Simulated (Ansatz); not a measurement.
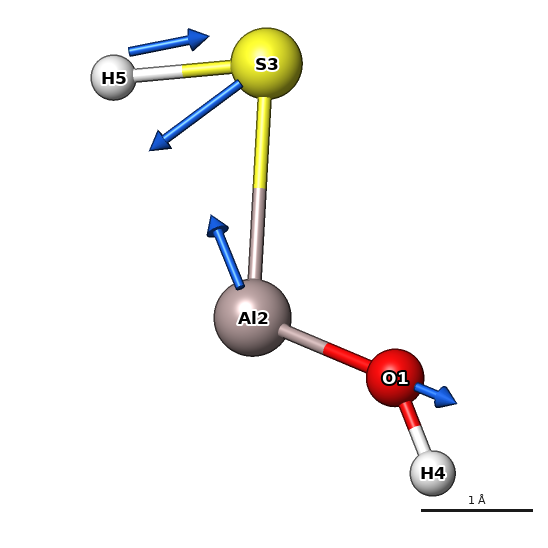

Arrows show the forces on the atoms, 0.4 Å of arrow for 1 eV/Å; forces under a tenth of the largest aren't drawn. State: neutral, doublet. Level of theory: ωB97M-V/def2-TZVPP (Ansatz 0.2.0).

Q: On which atom is the force largest, and how large is it?

A: On S3: 2.60 eV/Å.

Q: Which bond do the forces act along most?

A: S3–H5, now 1.433 Å: the forces pull its atoms together, so a first step downhill shortens it.

List the force components in the frame of the picture (x right, y up, z towards the viewer), in eV/Å.

| atom | Fx | Fy | Fz |
| --- | --- | --- | --- |
| O1 | 0.93 | −0.39 | 0.55 |
| Al2 | −0.67 | 1.66 | −0.76 |
| S3 | −2.08 | −1.55 | −0.21 |
| H4 | −0.01 | −0.09 | 0.05 |
| H5 | 1.83 | 0.36 | 0.38 |
